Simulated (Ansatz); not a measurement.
We consider 2H MoS2, described by LDA in Ansatz (plane waves, PAW).

Numerical settings: plane-wave cutoff 520 eV, 12×12×4 k mesh (along the axes of the cell as run), Fermi–Dirac smearing 0.01 eV, no spin polarisation, scalar-relativistic PAW data made under PBE.

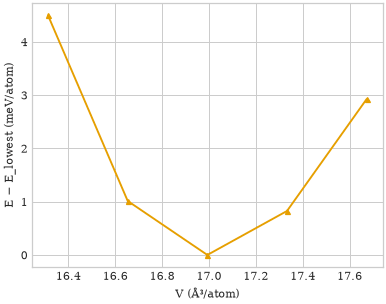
Fig. 1. Total energy against volume

Problem. From the curve, estimate the equilibrium volume and the bulk modulus.

Solution. V0 ≈ 17.0 Å³/atom and B0 ≈ 43 GPa; the fit gives V0 = 16.992 Å³/atom, B0 = 42.9 GPa, B′ = 15.3.

Shape and atoms are relaxed at each volume.

Measured, for comparison: bulk modulus 53.4 ± 1 GPa (room temperature, no zero-point or thermal correction; as tabulated in Equation of State Measurement of Molybdenum Disulfide, J. Phys. Chem. Solids 67 …). Computed (rounded) less measured: bulk modulus -20 %.

Note: the bulk modulus comes from volumes at which shape and atoms were relaxed.

The computed numbers hold no vibrational or temperature effects.

It cost around 8 core-minutes (rough) of CPU time.

Ansatz is a quantum-chemistry and plane-wave program.
